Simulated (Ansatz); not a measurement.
# C₂H₇BGaNS: small, medium and large basis sets

Aim: see how fast density functionals converge with the basis set for C₂H₇BGaNS.

Program: Ansatz 0.2.0, Gaussian basis. Level of theory: one geometry, several basis sets. These are calculated values, not measurements.

Plan: PBE0-D4/def2-SVP; ωB97M-V/def2-SVP; PBE0-D4/def2-QZVPP; ωB97M-V/def2-QZVPP; the functionals' def2-TZVPP values are taken from earlier runs.

## (1) The geometry

All runs share one geometry, relaxed beforehand with PBE0-D4 in a triple-zeta def2 set.

SMILES `BC(S)/C=[N]\[GaH2]`, 13 atoms, charge 0, spin multiplicity 1.

Atoms are counted from 1 here; the program's logs count them from 0.

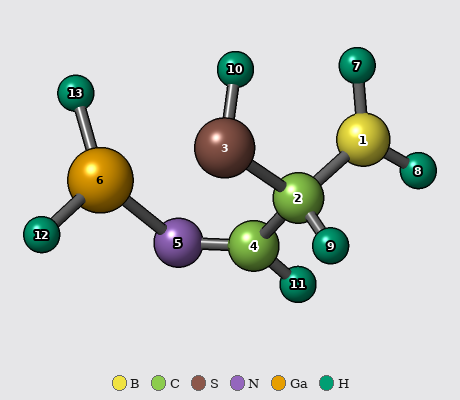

The geometry (boron yellow, carbon green, sulfur brown, nitrogen purple, gallium amber, hydrogen teal); atoms are numbered from 1 in the order of the file.

As a file:

```xyz
13
C2H7BGaNS
B     0.4076   -1.7141   -0.9987
C    -0.2508   -0.9663    0.1909
S     0.8912   -0.1842    1.3526
C    -1.2496    0.0730   -0.4273
N    -1.1924    1.3049   -0.3047
Ga    0.1256    2.1827    0.7516
H     1.5736   -1.6106   -1.2400
H    -0.2959   -2.3562   -1.7198
H    -0.8711   -1.6639    0.7666
H     1.9793   -0.1792    0.5668
H    -2.0402   -0.4334   -0.9993
H    -0.4194    2.7654    2.0984
H     1.3421    2.7818   -0.0371
```

## (2) PBE0-D4 in def2-SVP

Input file in.yaml:

```yaml
crystal:
  periodic: [false, false, false]
  atoms:
    - {symbol: B, position_ang: [0.407608, -1.714101, -0.998702]}
    - {symbol: C, position_ang: [-0.250817, -0.966283, 0.190945]}
    - {symbol: S, position_ang: [0.891172, -0.184226, 1.352624]}
    - {symbol: C, position_ang: [-1.249569, 0.073047, -0.427302]}
    - {symbol: N, position_ang: [-1.192372, 1.304921, -0.304719]}
    - {symbol: Ga, position_ang: [0.125581, 2.182698, 0.751631]}
    - {symbol: H, position_ang: [1.573625, -1.610584, -1.240027]}
    - {symbol: H, position_ang: [-0.295878, -2.356162, -1.719772]}
    - {symbol: H, position_ang: [-0.871122, -1.663863, 0.766629]}
    - {symbol: H, position_ang: [1.979349, -0.179164, 0.566784]}
    - {symbol: H, position_ang: [-2.040245, -0.433446, -0.999302]}
    - {symbol: H, position_ang: [-0.419369, 2.765385, 2.098355]}
    - {symbol: H, position_ang: [1.342057, 2.781798, -0.037134]}
basis:
  gaussian: {orbitals: def2-SVP}
hamiltonian: {xc: pbe0, dispersion: d4}
output: {orbitals: {seedname: orbitals}}
```

The run is started by

```console
$ ansatz run in.yaml --threads 2 --pin off --events-out ev --progress --plain --max-ram 22528MiB --backend cpu
```

Standard output:

```text
Functional definition: PBE0
  name "PBE0"
  cite "Adamo & Barone, J. Chem. Phys. 110, 6158 (1999) doi:10.1063/1.478522"
  cite "Perdew, Burke & Ernzerhof, Phys. Rev. Lett. 77, 3865 (1996) doi:10.1103/PhysRevLett.77.3865"
  parent pbe
  parameter a = 0.25
  parameter kappa = 0.804
  parameter beta = 0.06672455060314922
  exchange = (1 - a)*pbe_x(kappa = kappa, mu = beta*pi^2/3) + a*exact_x
  correlation = pbe_c(beta = beta)
1424 factors; integrals over basis functions are off by at most 1.2e-3 eV
mean field evaluation 1: about -67530.8564 eV, gradient 5.3e1 eV
mean field evaluation 2: about -67512.1339 eV, gradient 9.7e1 eV
mean field evaluation 4: about -67537.0613 eV, gradient 8.6e0 eV
mean field evaluation 8: about -67537.3827 eV, gradient 8.7e-1 eV
mean field evaluation 16: about -67537.3847 eV, gradient 1.0e-4 eV
mean field -67537.38466841 eV, -2481.9531080804 hartree, gradient 4.0e-5 eV, S^2 0.000000; 0 other end points of the search recorded, 0 dependent functions left out
reference -67537.38470238 eV, -2481.9531093288 hartree; 39, 39 occupied and 102, 102 virtual orbitals, 1424 factors
Total energy: -67537.72758657 eV, -2481.9657100904 hartree
```

It took 3.3 s on 2 threads of AMD EPYC 7R13, shared host.

## (3) ωB97M-V in def2-SVP

in.yaml, as its differences from that of step 2:

```diff
@@ -18,3 +18,3 @@
   gaussian: {orbitals: def2-SVP}
-hamiltonian: {xc: pbe0, dispersion: d4}
+hamiltonian: {xc: {name: wB97M-V}}
 output: {orbitals: {seedname: orbitals}}
```

Launched as before.

Standard output, cut to the lines that bear on the results:

```text
Functional definition: wB97M-V
  name "wB97M-V"
  cite "Mardirossian & Head-Gordon, J. Chem. Phys. 144, 214110 (2016) doi:10.1063/1.4952647"
  cite "Becke, J. Chem. Phys. 107, 8554 (1997) doi:10.1063/1.475007"
  cite "Vydrov & Van Voorhis, J. Chem. Phys. 133, 244103 (2010) doi:10.1063/1.3521275"
  # Of w^i u^j: cxij and so on, Table III.
[...]
  gx(w, u) = 1 - cx + cx01*u + cx10*w
  gss(w, u) = css00 + css04*u^4 + css10*w + css20*w^2 + css43*w^4*u^3
  gos(w, u) = cos00 + cos10*w + (cos20 + cos21*u)*w^2 + (cos60 + cos61*u)*w^6
[...]
      + integral(e_c_pw_mod_opposite_spin*gos(b97_w_opposite, b97_u_opposite)) + vv10(b, c)
1424 factors; integrals over basis functions are off by at most 1.2e-3 eV
406 factors; integrals over basis functions are off by at most 9.3e-6 eV
[...]
mean field -67547.84816066 eV, -2482.3376343284 hartree, gradient 3.6e-5 eV, S^2 0.000000; 0 other end points of the search recorded, 0 dependent functions left out
reference -67547.84821584 eV, -2482.3376363563 hartree; 39, 39 occupied and 102, 102 virtual orbitals, 1424 factors
Total energy: -67547.84821584 eV, -2482.3376363563 hartree
```

It took 11 s on 2 threads of AMD EPYC 7R13, shared host.

## (4) PBE0-D4 in def2-QZVPP

in.yaml, as its differences from that of step 3:

```diff
@@ -17,4 +17,4 @@
 basis:
-  gaussian: {orbitals: def2-SVP}
-hamiltonian: {xc: {name: wB97M-V}}
+  gaussian: {orbitals: "def2-QZVPP.json"}
+hamiltonian: {xc: pbe0, dispersion: d4}
 output: {orbitals: {seedname: orbitals}}
```

The run is started by

```console
$ ansatz run in.yaml --threads 2 --pin off --events-out ev --progress --plain --max-ram 22528MiB --backend cuda --devices 0, --max-vram 18GiB
```

Standard output:

```text
Functional definition: PBE0
  name "PBE0"
  cite "Adamo & Barone, J. Chem. Phys. 110, 6158 (1999) doi:10.1063/1.478522"
  cite "Perdew, Burke & Ernzerhof, Phys. Rev. Lett. 77, 3865 (1996) doi:10.1103/PhysRevLett.77.3865"
  parent pbe
  parameter a = 0.25
  parameter kappa = 0.804
  parameter beta = 0.06672455060314922
  exchange = (1 - a)*pbe_x(kappa = kappa, mu = beta*pi^2/3) + a*exact_x
  correlation = pbe_c(beta = beta)
2108 factors; their error is unknown
mean field evaluation 1: about -67544.6863 eV, gradient 6.7e1 eV
mean field evaluation 2: about -67513.9827 eV, gradient 1.2e2 eV
mean field evaluation 4: about -67553.8362 eV, gradient 1.4e1 eV
mean field evaluation 8: about -67554.2472 eV, gradient 3.4e-1 eV
mean field evaluation 16: about -67554.4099 eV, gradient 1.8e-4 eV
mean field -67554.40989732 eV, -2482.5787737030 hartree, gradient 3.8e-5 eV, S^2 0.000000; 0 other end points of the search recorded, 0 dependent functions left out
reference -67554.40994565 eV, -2482.5787754789 hartree; 39, 39 occupied and 558, 558 virtual orbitals, 2108 factors
Total energy: -67554.75282984 eV, -2482.5913762406 hartree
```

Run time: 5.5 s. Hardware: 1 × H100 (card shared with other runs) with 2 threads of AMD EPYC 7R13, shared host; peak host memory 1.2 GiB.

## (5) ωB97M-V in def2-QZVPP

in.yaml, as its differences from that of step 4:

```diff
@@ -18,3 +18,3 @@
   gaussian: {orbitals: "def2-QZVPP.json"}
-hamiltonian: {xc: pbe0, dispersion: d4}
+hamiltonian: {xc: {name: wB97M-V}}
 output: {orbitals: {seedname: orbitals}}
```

Same command.

Standard output, cut to the lines that bear on the results:

```text
Functional definition: wB97M-V
  name "wB97M-V"
  cite "Mardirossian & Head-Gordon, J. Chem. Phys. 144, 214110 (2016) doi:10.1063/1.4952647"
  cite "Becke, J. Chem. Phys. 107, 8554 (1997) doi:10.1063/1.475007"
  cite "Vydrov & Van Voorhis, J. Chem. Phys. 133, 244103 (2010) doi:10.1063/1.3521275"
  # Of w^i u^j: cxij and so on, Table III.
[...]
  gx(w, u) = 1 - cx + cx01*u + cx10*w
  gss(w, u) = css00 + css04*u^4 + css10*w + css20*w^2 + css43*w^4*u^3
  gos(w, u) = cos00 + cos10*w + (cos20 + cos21*u)*w^2 + (cos60 + cos61*u)*w^6
[...]
      + integral(e_c_pw_mod_opposite_spin*gos(b97_w_opposite, b97_u_opposite)) + vv10(b, c)
2075 factors; their error is unknown
492 factors; integrals over basis functions are off by at most 9.1e-6 eV
[...]
mean field -67564.97808121 eV, -2482.9671472975 hartree, gradient 7.5e-5 eV, S^2 0.000000; 0 other end points of the search recorded, 0 dependent functions left out
reference -67564.97815937 eV, -2482.9671501698 hartree; 39, 39 occupied and 558, 558 virtual orbitals, 2075 factors
Total energy: -67564.97815937 eV, -2482.9671501698 hartree
```

It took 7.5 s on 1 × H100 (card shared with other runs) with 2 threads of AMD EPYC 7R13, shared host; peak host memory 1.3 GiB.

## (6) Functionals by basis

The def2-TZVPP values come from earlier runs at the same geometry.

```csv
functional,basis,functions,energy (eV),from the largest (eV),HOMO (eV),LUMO (eV)
PBE0-D4,def2-SVP,141,-67537.7276,17.025,-6.67,-2.17
PBE0-D4,def2-TZVPP,312,-67552.9901,1.763,-6.73,-2.24
PBE0-D4,def2-QZVPP,597,-67554.7528,0.000,-6.75,-2.25
ωB97M-V,def2-SVP,141,-67547.8482,17.130,-8.84,-0.14
ωB97M-V,def2-TZVPP,312,-67563.2826,1.696,-8.93,-0.31
ωB97M-V,def2-QZVPP,597,-67564.9782,0.000,-8.94,-0.36
```

## (7) What came out

| quantity | value |
| --- | --- |
| PBE0-D4: double and triple zeta above quadruple | 17.03, 1.76 eV |
| ωB97M-V: double and triple zeta above quadruple | 17.13, 1.70 eV |

In words: PBE0-D4 gains 15.26 eV from double to triple zeta, then 1.76 eV more. Total energies overstate the basis error of differences, where much of it tends to cancel.
